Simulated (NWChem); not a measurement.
# WOF4 (SMILES O=[W](F)(F)(F)F): levels of theory compared

Aim: a comparison of 4 runs (HF/def2-SVP, PBE/def2-SVP, r2SCAN/def2-SVPD, MP2/def2-SVP) of WOF4. 

The results are computed with NWChem 7.3.0.

7 further runs of the same task are left out: 5 that didn't finish, 2 set aside as unsound or not needed.

### Step 1. The system as given

WOF4 has 6 atoms, charge 0, and is taken as a singlet. SMILES: `O=[W](F)(F)(F)F`. The coordinates come from a PBE0-D4/def2-TZVP relaxation.

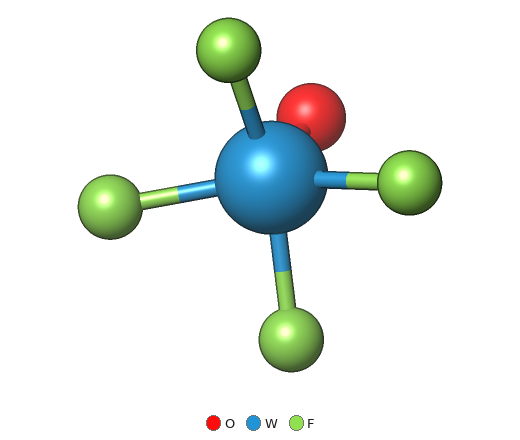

Viewed from a chosen angle; oxygen red, tungsten blue, fluorine green.

### Step 2. Energy and forces at HF/def2-SVP (core potential) (run 1)

Contents of f4ow.nw:

```
start f4ow
title "F4OW"
memory total 2200 mb

geometry noautosym nocenter noautoz
  O     -1.628740    -0.246930    -0.471180
  W     -0.040770    -0.006180    -0.011790
  F     -0.123740     1.167320     1.412930
  F      0.534690     1.440420    -1.006790
  F      0.958650    -1.040750    -1.171390
  F      0.299900    -1.313890     1.248240
end

basis spherical bse
  * library def2-SVP
end

ecp bse
  W library def2-SVP
end

scf
  thresh 1e-08
  maxiter 80
end

task scf gradient
```

The run is started by

```console
nwchem f4ow.nw > f4ow.out
```

Output:

```text
[...]
  functions       =   102
[...]
  wavefunction    = RHF
[...]
         Total SCF energy =   -538.802795422637
      One-electron energy =  -1421.018073119618
      Two-electron energy =    555.871215183225
 Nuclear repulsion energy =    326.344062513756
        Time for solution =     41.5s
[...]
                         RHF ENERGY GRADIENTS
    atom               coordinates                        gradient
                 x          y          z           x          y          z
   1 O      -3.077872  -0.466630  -0.890401   -0.049464  -0.007499  -0.014310
   2 W      -0.077044  -0.011679  -0.022280    0.047803   0.007252   0.013833
   3 F      -0.233835   2.205915   2.670051   -0.001081   0.003115   0.003695
   4 F       1.010418   2.721999  -1.902557    0.000738   0.003871  -0.003001
   5 F       1.811586  -1.966732  -2.213606    0.001915  -0.002992  -0.003458
   6 F       0.566729  -2.482892   2.358832    0.000088  -0.003746   0.003240
[...]
```

Wall time 53 s (1 thread of Intel Xeon Platinum 8259CL at 2.50GHz (Skylake/Cascade Lake), shared host); peak memory 0.12 GiB.

### Step 3. Energy and gradient at PBE/def2-SVP (core potential) (run 2)

Contents of f4ow.xyz:

```xyz
6

O     -1.628740    -0.246930    -0.471180
W     -0.040770    -0.006180    -0.011790
F     -0.123740     1.167320     1.412930
F      0.534690     1.440420    -1.006790
F      0.958650    -1.040750    -1.171390
F      0.299900    -1.313890     1.248240
```

Contents of run.py:

```python
from ase.io import read
from ase.calculators.nwchem import NWChem

mol = read('f4ow.xyz')

calc = NWChem(
    label='f4ow',
    theory='dft',
    memory='2200 mb',
    basis='def2-SVP',
    basispar='spherical bse',
    dft={'xc': 'xpbe96 cpbe96', 'mult': '1', 'grid': 'fine', 'convergence': 'energy 1e-08', 'iterations': '100', 'mulliken': None},
    **{'ecp bse': {'W library': 'def2-SVP'}},
)
mol.calc = calc

forces = mol.get_forces()
print("Total energy (eV):", round(mol.get_potential_energy(), 6))
print("forces (eV/A):")
for s, f in zip(mol.symbols, forces):
    print(f"{s:2s} {f[0]:10.5f} {f[1]:10.5f} {f[2]:10.5f}")
print("dipole (e A):", mol.get_dipole_moment().round(4))
```

The run is started by

```console
export ASE_NWCHEM_COMMAND="nwchem PREFIX.nwi > PREFIX.nwo"
python run.py
```

Output:

```text
Total energy (eV): -14726.681425
forces (eV/A):
O    -1.61856   -0.24539   -0.46825
W     0.76902    0.11632    0.22230
F    -0.05754    0.58302    0.70597
F     0.27099    0.71929   -0.50095
F     0.48224   -0.51844   -0.58292
F     0.15391   -0.65486    0.62385
dipole (e A): [0.0904 0.0137 0.0262]
```

The calculator wrote f4ow.nwi:

```
title "f4ow"

permanent_dir f4ow

scratch_dir f4ow

start f4ow

geometry units angstrom nocenter noautosym noautoz
  O  -1.6287400000000001e+00 -2.4693000000000001e-01 -4.7117999999999999e-01
  W  -4.0770000000000001e-02 -6.1799999999999997e-03 -1.1790000000000000e-02
  F  -1.2374000000000000e-01 1.1673199999999999e+00 1.4129300000000000e+00
  F  5.3469000000000000e-01 1.4404200000000000e+00 -1.0067900000000001e+00
  F  9.5865000000000000e-01 -1.0407500000000001e+00 -1.1713899999999999e+00
  F  2.9990000000000000e-01 -1.3138900000000000e+00 1.2482400000000000e+00
end

memory 2200 mb

basis spherical bse noprint
   * library def2-SVP
end

dft
  xc xpbe96 cpbe96
  mult 1
  grid fine
  convergence energy 1e-08
  iterations 100
  mulliken
end
ecp bse
  W library def2-SVP
end

task dft gradient
```

f4ow.nwo (excerpt; [...] marks lines left out):

```text
[...]
         Total DFT energy =     -541.195564656656
[...]
  wavefunction    = closed shell
                         DFT ENERGY GRADIENTS
    atom               coordinates                        gradient
                 x          y          z           x          y          z
   1 O      -3.077872  -0.466630  -0.890401    0.031476   0.004772   0.009106
   2 W      -0.077044  -0.011679  -0.022280   -0.014955  -0.002262  -0.004323
   3 F      -0.233835   2.205915   2.670051    0.001119  -0.011338  -0.013729
   4 F       1.010418   2.721999  -1.902557   -0.005270  -0.013988   0.009742
   5 F       1.811586  -1.966732  -2.213606   -0.009378   0.010082   0.011336
   6 F       0.566729  -2.482892   2.358832   -0.002993   0.012735  -0.012132
[...]
```

It took 2.7 min on 1 thread of Intel Xeon Platinum 8259CL at 2.50GHz (Skylake/Cascade Lake), shared host; peak memory 0.14 GiB.

Run 3 isn't shown in full; the table further down has it.

### Step 4. Energy and gradient at MP2/def2-SVP (core potential) (run 4)

Contents of sp.nw:

```
start sp
memory stack 880 mb heap 220 mb global 1100 mb
geometry units angstroms noautosym nocenter noautoz
   O       -1.628740      -0.246930      -0.471180
   W       -0.040770      -0.006180      -0.011790
   F       -0.123740       1.167320       1.412930
   F        0.534690       1.440420      -1.006790
   F        0.958650      -1.040750      -1.171390
   F        0.299900      -1.313890       1.248240
end
basis spherical bse
   * library def2-SVP
end
ecp bse
   W library def2-SVP
end
scf
   singlet
   rhf
   thresh 1e-08
   maxiter 80
end
mp2
   freeze core 5
   tight
end
task mp2 gradient
```

The run is started by

```console
nwchem sp.nw > sp.out
```

Output:

```text
[...]
  functions       =   102
[...]
  wavefunction    = RHF
[...]
         Total SCF energy =   -538.802795422637
      One-electron energy =  -1421.018073119618
      Two-electron energy =    555.871215183225
 Nuclear repulsion energy =    326.344062513756
        Time for solution =     41.3s
[...]
          Total MP2 energy          -540.125361458520
[...]
                         mp2 ENERGY GRADIENTS
    atom               coordinates                        gradient
                 x          y          z           x          y          z
   1 O      -3.077872  -0.466630  -0.890401    0.041542   0.006298   0.012018
   2 W      -0.077044  -0.011679  -0.022280   -0.038210  -0.005788  -0.011050
   3 F      -0.233835   2.205915   2.670051    0.003578  -0.009128  -0.010774
   4 F       1.010418   2.721999  -1.902557   -0.001791  -0.011352   0.008948
   5 F       1.811586  -1.966732  -2.213606   -0.005242   0.008872   0.010288
   6 F       0.566729  -2.482892   2.358832    0.000122   0.011099  -0.009430
[...]
```

Wall time 1.8 min (1 thread of Intel Xeon Platinum 8259CL at 2.50GHz (Skylake/Cascade Lake), shared host); peak memory 0.6 GiB.

### Step 5. All runs side by side

```
run                              level  iteration cap  module  energy (Eh)  dipole moment (D)  HOMO energy (eV)  LUMO energy (eV)  wall time
  1       HF/def2-SVP (core potential)             80     scf  -538.802795               0.42            -16.33             -0.71       53 s
  2      PBE/def2-SVP (core potential)            100     dft  -541.195565               0.46             -9.75             -4.69    2.7 min
  3  r2SCAN/def2-SVPD (core potential)            100     dft  -541.460466               0.42            -10.48             -5.00    5.2 min
  4      MP2/def2-SVP (core potential)             80     mp2  -540.125361               0.47            -16.33             -0.71    1.8 min
```

### Step 6. What came out

| quantity | value |
| --- | --- |
| run 4: total energy | -540.12536 Eh |
| run 4: dipole moment (of the density that the program reports) | 0.47 D |
| run 4: HOMO energy (Hartree–Fock orbitals) | -16.33 eV |
| run 4: LUMO energy (Hartree–Fock orbitals) | -0.71 eV |
| run 4: HOMO–LUMO gap (Hartree–Fock orbitals) | 15.62 eV |
| run 4: correlation energy (5 core orbitals frozen) | -1322.6 mEh |
| run 4: largest force on an atom | 2.247 eV/Å |

What this shows: The dipole moment (its size) runs from 0.42 D (r2SCAN/def2-SVPD) to 0.47 D (MP2/def2-SVP). The two ends differ in method and basis. The two dipoles point in opposite directions. Over runs 1, 2, 3 the HOMO–LUMO gap runs from 5.05 eV (PBE/def2-SVP) to 15.62 eV (HF/def2-SVP). Exact exchange widens orbital gaps. Totals of different functionals can't be ranked against each other. All runs together took 11 min, the longest 5.2 min.
